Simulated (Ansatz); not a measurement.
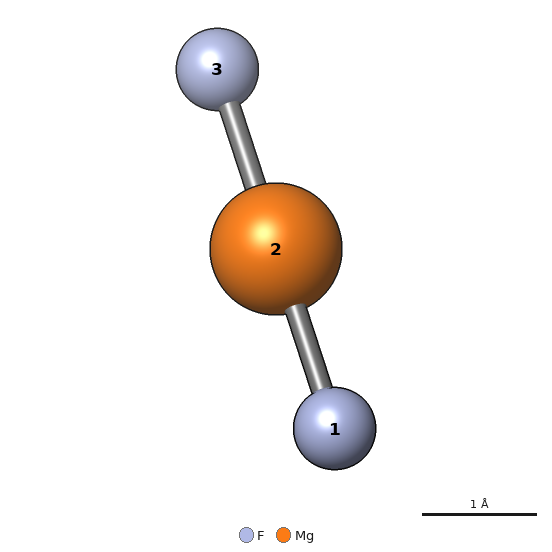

Atoms carry their numbers in the input. The computed structure is the end point of a PBE0-D4/def2-TZVP optimisation. No frequency run is at hand to confirm it as a minimum.

Give the bond lengths.

```csv
bond,length (Å)
F1–Mg2,1.746
Mg2–F3,1.746
```
